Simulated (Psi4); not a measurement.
# U-wB97M-V/def2-SVP (density fitting with cc-pvdz-jkfit, sweep point 2) run of BH2O (SMILES B[O])

Aim: the vertical ionisation energy of BH2O at U-wB97M-V/def2-SVP (density fitting with cc-pvdz-jkfit, sweep point 2), from 2 runs. 

The results are computed with Psi4 1.11.

2 further runs of the same task are left out: 2 set aside as unsound or not needed.

### Step 1. The system as given

BH2O has 4 atoms, charge 0, and is taken as a doublet. SMILES: `B[O]`. The coordinates come from a PBE0-D4/def2-TZVP relaxation.

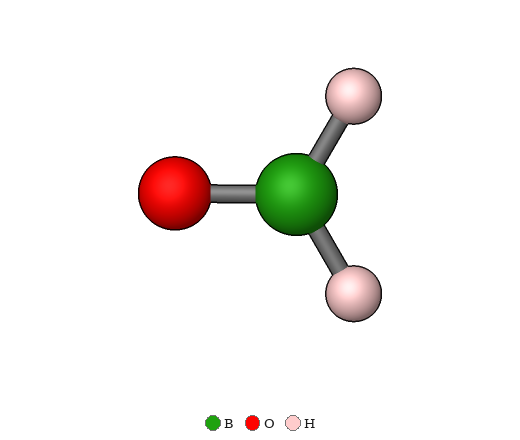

Viewed from a chosen angle; boron green, oxygen red, hydrogen pink.

### Step 2. A single-point energy at U-wB97M-V/def2-SVP (density fitting with cc-pvdz-jkfit, sweep point 2)

Contents of calc.in:

```
memory 1.6 GB

molecule {
  0 2
  B     -0.001100    -0.010300    -0.015100
  O      1.025300    -0.340800     0.676900
  H     -1.052600    -0.587700     0.151600
  H      0.083900     0.878500    -0.833600
  symmetry c1
}

set globals {
  reference            uks
  puream               true
  scf_type             df
  dft_radial_points    99
  dft_spherical_points 590
  df_basis_scf         cc-pvdz-jkfit
  maxiter              150
}

result = energy('wb97m-v/def2-SVP')
print_variables()
```

Command:

```bash
$ psi4 -i calc.in -o calc.out -n 1
```

calc.out:

```text
[...]
  Running in c1 symmetry.
[...]
  Nuclear repulsion =   25.066185915136671
[...]
  Multiplicity = 2
[...]
  Nalpha       = 8
  Nbeta        = 7
[...]
    Number of basis functions: 38
[...]
   @DF-UKS iter   1:  -101.00109066756266   -6.89152e-01   1.27343e-02 ADIIS/DIIS
[...]
   @DF-UKS iter   9:  -101.11839976812281   -3.48611e-08   7.82488e-07 DIIS
[...]
   @S^2 Observed:                7.575977241E-01
[...]
    Orbital Energies [Eh]
    ---------------------
    Alpha Occupied:
       1A    -19.408775     2A     -6.939949     3A     -1.141188
       4A     -0.621986     5A     -0.573587     6A     -0.535510
       7A     -0.501038     8A     -0.416679
    Alpha Virtual:
       9A      0.067613    10A      0.184420    11A      0.205055
      12A      0.268924    13A      0.280729    14A      0.318720
      15A      0.387608    16A      0.660844    17A      0.694647
      18A      0.697641    19A      0.957441    20A      0.982664
      21A      1.070793    22A      1.175701    23A      1.197229
      24A      1.252815    25A      1.355769    26A      1.371840
[...]
  @DF-UKS Final Energy:  -101.11839976812281
   => Energetics <=
    Nuclear Repulsion Energy =             25.0661859151366713
    One-Electron Energy =                -186.8602015269892149
    Two-Electron Energy =                  70.0309390915918470
    DFT Exchange-Correlation Energy =      -9.4180542180614832
    Empirical Dispersion Energy =           0.0000000000000000
    VV10 Nonlocal Energy =                  0.0627309701993844
    Total Energy =                       -101.1183997681228135
[...]
 Multipole Moments:
 ------------------------------------------------------------------------------------
     Multipole            Electronic (a.u.)      Nuclear  (a.u.)        Total (a.u.)
 ------------------------------------------------------------------------------------
 L = 1.  Multiply by 2.5417464519 to convert [e a0] to [Debye]
 Dipole X            :          0.9884208           -1.3939566           -0.4055358
 Dipole Y            :         -0.3184629            0.4490229            0.1305600
 Dipole Z            :          0.6665835           -0.9399742           -0.2733908
 Magnitude           :                                                    0.5062092
[...]
```

Run time: 19 s. Hardware: 1 thread of AMD EPYC 9R45 (Zen 5), shared host; peak memory 0.82 GiB.

### Step 3. The singlet cation

Contents of bh2o.dat:

```
memory 1600 MB

molecule molecule1 {
  1 1
  B     -0.001100    -0.010300    -0.015100
  O      1.025300    -0.340800     0.676900
  H     -1.052600    -0.587700     0.151600
  H      0.083900     0.878500    -0.833600
  symmetry c1
}

set {
  basis                def2-SVP
  puream               true
  scf_type             df
  dft_radial_points    99
  dft_spherical_points 590
  df_basis_scf         cc-pvdz-jkfit
}

e_tot, wfn = energy("wb97m-v", return_wfn=True)
```

Command:

```bash
$ psi4 -n 1 bh2o.dat bh2o.out
```

bh2o.out:

```text
[...]
  Running in c1 symmetry.
[...]
  Nuclear repulsion =   25.066185915136671
[...]
  Multiplicity = 1
[...]
  Nalpha       = 7
  Nbeta        = 7
[...]
    Number of basis functions: 38
[...]
   @DF-RKS iter   1:  -100.60035517013590   -2.88417e-01   8.88191e-03 ADIIS/DIIS
[...]
   @DF-RKS iter   8:  -100.67095820055597   -6.59752e-09   7.92634e-07 DIIS
[...]
    Orbital Energies [Eh]
    ---------------------
    Doubly Occupied:
       1A    -19.793411     2A     -7.293524     3A     -1.472785
       4A     -0.946463     5A     -0.865548     6A     -0.860953
       7A     -0.829982
[...]
  @DF-RKS Final Energy:  -100.67095820055597
   => Energetics <=
    Nuclear Repulsion Energy =             25.0661859151366713
    One-Electron Energy =                -181.5972036277606776
    Two-Electron Energy =                  64.9997588560161859
    DFT Exchange-Correlation Energy =      -9.1989996698368586
    Empirical Dispersion Energy =           0.0000000000000000
    VV10 Nonlocal Energy =                  0.0593003258887108
    Total Energy =                       -100.6709582005559724
[...]
 Multipole Moments:
 ------------------------------------------------------------------------------------
     Multipole            Electronic (a.u.)      Nuclear  (a.u.)        Total (a.u.)
 ------------------------------------------------------------------------------------
 L = 1.  Multiply by 2.5417464519 to convert [e a0] to [Debye]
 Dipole X            :          0.1021597           -1.3939566           -1.2917970
 Dipole Y            :         -0.0328857            0.4490229            0.4161372
 Dipole Z            :          0.0688706           -0.9399742           -0.8711037
 Magnitude           :                                                    1.6126783
[...]
```

Wall time 16 s (1 thread of AMD EPYC 9R45 (Zen 5), shared host); peak memory 0.82 GiB.

### Step 4. Summary of results

Level: U-wB97M-V/def2-SVP (density fitting with cc-pvdz-jkfit, sweep point 2).

| quantity | value |
| --- | --- |
| doublet BH2O: total energy | -101.11840 Eh |
| doublet BH2O: dipole moment | 1.29 D |
| doublet BH2O: HOMO energy (highest over α and β) | -11.34 eV |
| doublet BH2O: LUMO energy (lowest over α and β) | -2.22 eV |
| doublet BH2O: ⟨S²⟩ | 0.758 |
| singlet cation: total energy | -100.67096 Eh |
| singlet cation: HOMO energy | -22.58 eV |
| singlet cation: LUMO energy | -12.80 eV |
| singlet cation: HOMO–LUMO gap | 9.79 eV |
| vertical ionisation energy (to the singlet cation) | 12.176 eV |

In words: Removing an electron at fixed nuclei costs 12.18 eV (1175 kJ/mol). Only the singlet of the ionised species was computed; a triplet could lie lower.
